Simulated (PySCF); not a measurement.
H₆Cl₂Si₃, SMILES [SiH3][SiH2][SiH](Cl)Cl at its CAM-B3LYP/def2-SVP optimised geometry (Å):

```
11

Si    -1.3448    -1.8802     1.8486
Si    -0.5047    -0.7055     0.0000
Si    -1.2491    -1.7477    -1.9532
Cl    -0.5712    -3.7037    -1.9266
Cl    -3.3191    -1.7504    -1.9235
H     -2.8317    -1.8702     1.8046
H     -0.8843    -1.2393     3.1110
H     -0.8568    -3.2847     1.8025
H      0.9860    -0.7055     0.0000
H     -0.9860     0.7055     0.0000
H     -0.8231    -1.1456    -3.2380
```

Computed with CAM-B3LYP/def2-TZVP in PySCF. Cells within 0.4 Å of a nucleus heavier than hydrogen are left out (blank, or x).

Map of the Laplacian of the electron density (e/bohr⁵), clipped to [-1.50, 1.50] on the plane z = 0.0 Å:

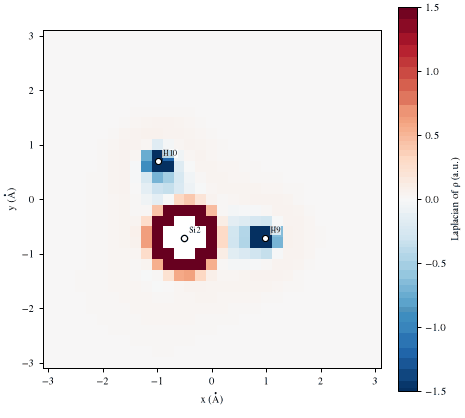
Laplacian of the electron density (e/bohr⁵), clipped to [-1.50, 1.50] on the plane z = 0.0 Å.
